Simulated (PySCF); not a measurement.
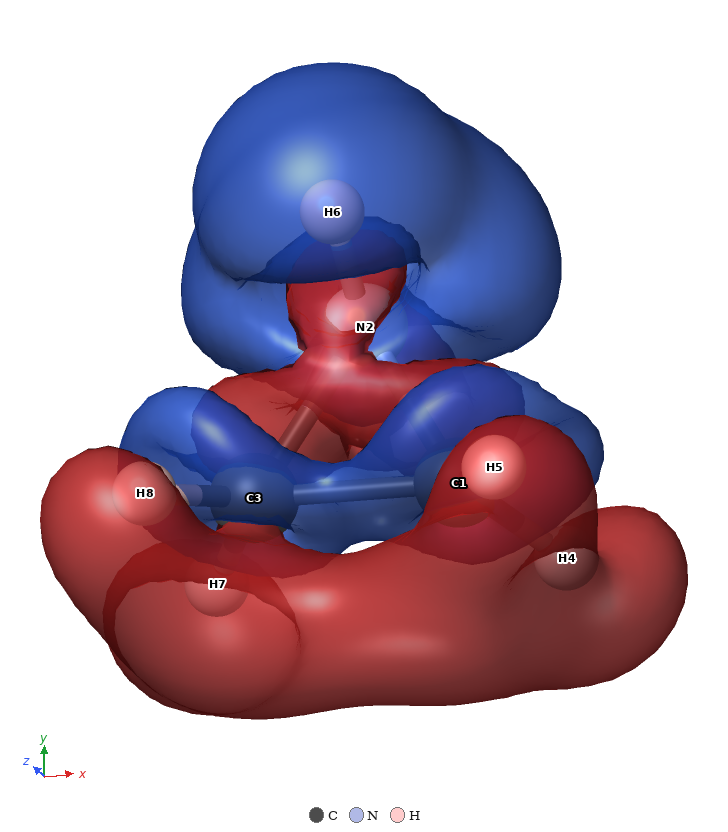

*C$_{2}$H$_{5}$N, SMILES `C1NC1`. Change of the electron density in a uniform field of 0.51 V/Å, surfaces at ±0.002 e/Å³ (blue: gain, red: loss).*

Level of theory: PBE/6-31+G* (PySCF), at a geometry from GFN2-xTB. No frequency check shows the geometry to be a minimum. The basis has diffuse s and p functions alone, which still leaves polarisabilities too small, most of all across bonds.

The field was applied in both directions; the picture shows the one opposite to the script's first.

Along which Cartesian direction does the field point?

Along −y: electrons gather on the +y side, against the field.

How large is the response?

The induced dipole is 0.77 D (along the field); α along this axis, from the fields in both directions, is 31 bohr³ (4.5 Å³).
